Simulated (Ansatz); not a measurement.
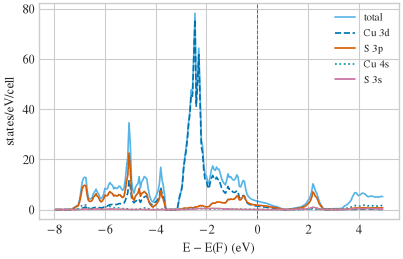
Total and projected density of states of CuS in space group Cmcm (No. 63; Cu on 8f, Cu on 4c, S on 8f, S on 4c), the program Ansatz at the r²SCAN level (PAW)

Problem. Which orbitals carry the states next to the Fermi level?

Solution. Within 0.5 eV of the Fermi level: S 3p 51 %, Cu 3d 43 %. Projections are on Löwdin-orthogonalised atomic valence shells; empty p or d shells of many metals are not among them.

Problem. Where is the tallest occupied peak in this window, and what makes it?

Solution. Near -2.4 eV, about 78 states/eV per cell; the largest projected share is Cu 3d.

The workflow started from a Materials Project entry (that database holds measured and hypothetical structures alike); the Crystallography Open Database files this formula in space group No. 63, but the cells were not matched. Its standing as an ambient phase is unchecked. Symmetry was held in the r²SCAN relaxation; its stability against distortions is not shown here. No spin polarisation was allowed.

Potentials: the earlier of the program's two PAW sets.
